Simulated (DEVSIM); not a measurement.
Structure: isotype n-n heterojunction Al0.35Ga0.65As/GaAs, at 300 K.

| layer (left to right) | material | thickness (μm) | Nd (cm⁻³) | τn (s) | τp (s) |
|---|---|---|---|---|---|
| 1 | Al0.35Ga0.65As | 0.370 | 2.8e16 | 8.5e-10 | 8.5e-10 |
| 2 | GaAs | 0.480 | 8.5e15 | 8.5e-10 | 8.5e-10 |

Left contact: ohmic. Right contact: ohmic. Voltage is applied to the left contact. Recombination: SRH at mid-gap, radiative. Mobility is μmin + (μ − μmin)/(1 + (N/Nref)^α).

This is a model device: material constants are rounded textbook-type values typed into the input, and sizes, dopings and lifetimes were drawn at random. Values at 300 K.

```
parameter      Al0.35Ga0.65As    GaAs
-------------  --------------  ------
gap (eV)               1.8604   1.424
affinity (eV)          3.7935    4.07
permittivity            11.91    12.9
Nc (cm⁻³)             7.44e17  4.7e17
Nv (cm⁻³)                9e18    9e18
μn (cm²/Vs)              3495    8500
μp (cm²/Vs)               176     400
μn,min                    500     500
μp,min                     20      20
Nref,n                   6e16    6e16
Nref,p                 1.5e17  1.5e17
αn                       0.39    0.39
αp                       0.38    0.38
B (cm³/s)               2e-10   2e-10
```

Simulated with DEVSIM: 1D drift-diffusion, Boltzmann statistics, complete ionisation; no tunnelling, impact ionisation, image-force lowering or self-heating. Band offsets follow the typed affinities; no thermionic-emission limit at abrupt steps, no polarisation charge.

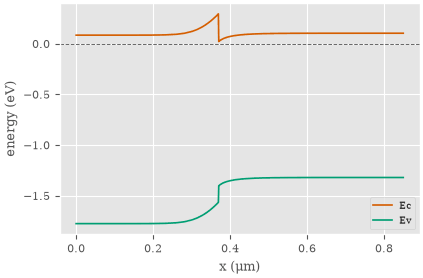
Band edges at zero bias

Energies count from the Fermi level of the right contact; mesh points crowd at the junctions.

| x (μm) | Ec (eV) | Ev (eV) | n (cm⁻³) | p (cm⁻³) | field (V/cm) |
|---|---|---|---|---|---|
| 0.000 | 0.085 | -1.776 | 2.8e16 | < 1e2 | ≈ 0 |
| 0.004762 | 0.085 | -1.776 | 2.8e16 | < 1e2 | ≈ 0 |
| 0.01338 | 0.085 | -1.776 | 2.8e16 | < 1e2 | ≈ 0 |
| 0.03105 | 0.085 | -1.776 | 2.8e16 | < 1e2 | ≈ 0 |
| 0.08132 | 0.085 | -1.776 | 2.8e16 | < 1e2 | ≈ 0 |
| 0.1580 | 0.085 | -1.776 | 2.8e16 | < 1e2 | 57 |
| 0.2616 | 0.094 | -1.767 | 2.0e16 | < 1e2 | 3400 |
| 0.3277 | 0.166 | -1.694 | 1.2e15 | < 1e2 | 22000 |
| 0.3499 | 0.225 | -1.635 | 1.2e14 | < 1e2 | 31000 |
| 0.3622 | 0.267 | -1.594 | 2.5e13 | < 1e2 | 36000 |
| 0.3682 | 0.289 | -1.571 | 1.0e13 | < 1e2 | 39000 |
| 0.3737 | 0.031 | -1.393 | 1.4e17 | < 1e2 | 28000 |
| 0.3820 | 0.050 | -1.374 | 6.8e16 | < 1e2 | 17000 |
| 0.3972 | 0.069 | -1.355 | 3.2e16 | < 1e2 | 9500 |
| 0.4425 | 0.093 | -1.331 | 1.3e16 | < 1e2 | 2600 |
| 0.5178 | 0.102 | -1.322 | 9.2e15 | < 1e2 | 460 |
| 0.6462 | 0.104 | -1.320 | 8.5e15 | < 1e2 | 28 |
| 0.7491 | 0.104 | -1.320 | 8.5e15 | < 1e2 | ≈ 0 |
| 0.8110 | 0.104 | -1.320 | 8.5e15 | < 1e2 | ≈ 0 |
| 0.8318 | 0.104 | -1.320 | 8.5e15 | < 1e2 | ≈ 0 |
| 0.8432 | 0.104 | -1.320 | 8.5e15 | < 1e2 | ≈ 0 |
| 0.8500 | 0.104 | -1.320 | 8.5e15 | < 1e2 | ≈ 0 |
